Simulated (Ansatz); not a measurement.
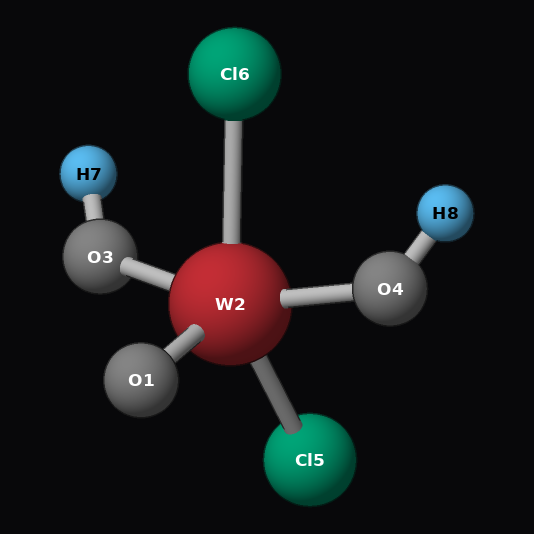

The questions are on Mulliken charges. The species is neutral and a spin singlet. The geometry was computed by an optimisation with PBE0-D4/def2-TZVP. No frequency run is at hand to confirm it as a minimum. Method: RKS PBE0-D4/def2-TZVP, core potentials on W (Ansatz 0.2.0).

Which atom carries the highest charge (most positive or least negative)?

Answer. W2 (1.43 e).

And the lowest?

Answer. O3, O4 (−0.54 e).

List the Mulliken charges.

```csv
atom,value (e)
O1,−0.37
W2,1.43
O3,−0.54
O4,−0.54
Cl5,−0.28
Cl6,−0.41
H7,0.36
H8,0.36
```

Mulliken values depend strongly on the basis set and can even reverse the polarity of a bond.
